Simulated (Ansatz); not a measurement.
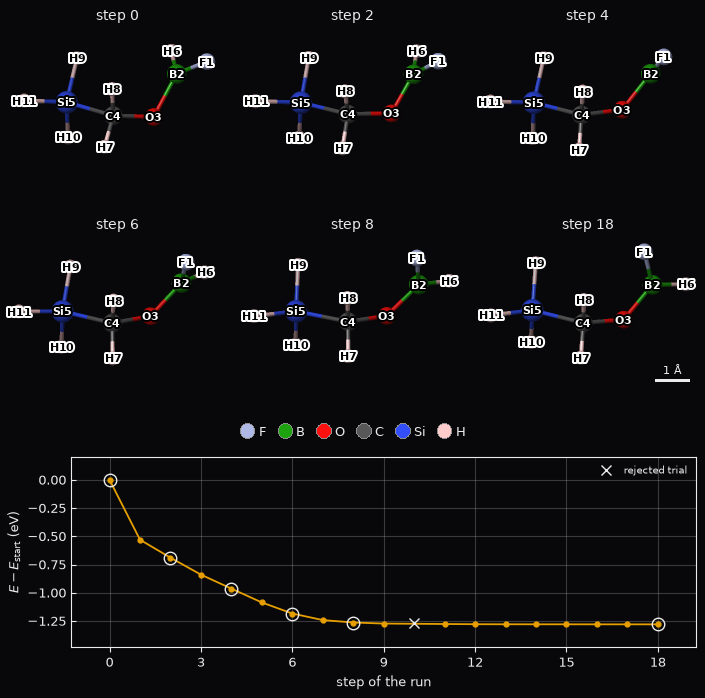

Frames of a relaxation of CH6BFOSi (coarse preliminary run), marked on the history of the run. A ball-and-stick model, seen from a free direction.

The start comes from a force field.

Level of theory: RKS PBE-D4/def2-SVP in Ansatz 0.2.0. Settings: force threshold 0.03 eV/Å; at most 200 steps.

> Describe the path.

Over 17 accepted moves (18 points after the start) the energy falls by 1.280 eV. Largest force component: 4.2 eV/Å at the start, 0.018 eV/Å at the end. The line search rejected the trial step at point 10 of the run. H6 moves most after the best rigid fit: 1.54 Å. Largest moves by element: H 1.54 Å, F 1.15 Å, O 0.29 Å, B 0.18 Å, Si 0.15 Å, C 0.08 Å. Among the contacts that change: F1–B2 1.464 → 1.343 Å, B2–O3 1.462 → 1.353 Å, O3–C4 1.353 → 1.437 Å, Si5–H11 1.445 → 1.505 Å. Bond angles that change, for instance: B2–O3–C4 114.8° → 122.7°, O3–C4–H7 113.0° → 107.7°, C4–Si5–H10 106.2° → 110.0°. Groups turn about B2–O3 by about 90°. Cost: 28 s on 4 threads of Arm Neoverse V1, with other jobs on the host. From step 0 to 2: H6 moves most (0.31 Å), energy −0.689 eV. From step 2 to 4: H6 moves most (0.40 Å), energy −0.274 eV. From step 4 to 6: H6 moves most (0.39 Å), energy −0.220 eV. From step 6 to 8: H6 moves most (0.40 Å), energy −0.079 eV. From step 8 to 18: F1 moves most (0.37 Å), energy −0.016 eV.

```tsv
step	E − E(0), eV	largest force component, eV/Å	note
0	0.0000	4.1931	
1	-0.5304	2.5752	
2	-0.6893	1.5228	
3	-0.8395	0.5542	
4	-0.9634	0.7278	
5	-1.0859	0.7319	
6	-1.1839	0.4473	
7	-1.2419	0.1940	
8	-1.2634	0.2294	
9	-1.2728	0.1060	
10	-1.2708	0.2500	rejected
11	-1.2767	0.0447	
12	-1.2785	0.0364	
13	-1.2791	0.0376	
14	-1.2793	0.1036	
15	-1.2793	0.0891	
16	-1.2796	0.0342	
17	-1.2797	0.0157	
18	-1.2798	0.0178
```
